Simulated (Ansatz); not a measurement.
Rh2Si: pressure series

Base system: Rh₂Si (space group Pnma, No. 62; a = 5.3637 Å, b = 3.9217 Å, c = 7.3907 Å; a cell from a computed database, its experimental status unchecked).

Cell and atoms are relaxed at each pressure.

Calculations: Kohn–Sham DFT with the PBEsol functional, run in Ansatz (an electronic-structure program) with PAW and 420 eV plane waves, no SOC.

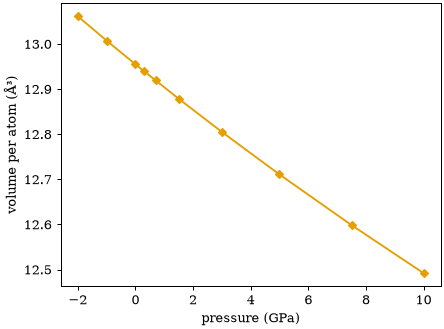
Figure. Volume per atom against pressure

Question: From the plot, what is the volume per atom for pressure −1 GPa?

Answer: About 13.01 Å³.

Question: Is the trend monotonic over the range shown?

Answer: Yes, it falls throughout, spanning 12.49 Å³ to 13.06 Å³.

Load acts through the strain it causes; cell and atoms are relaxed under it. No phonon test of stability was made. Competing high-pressure phases were not computed. All final runs are without spin polarisation.
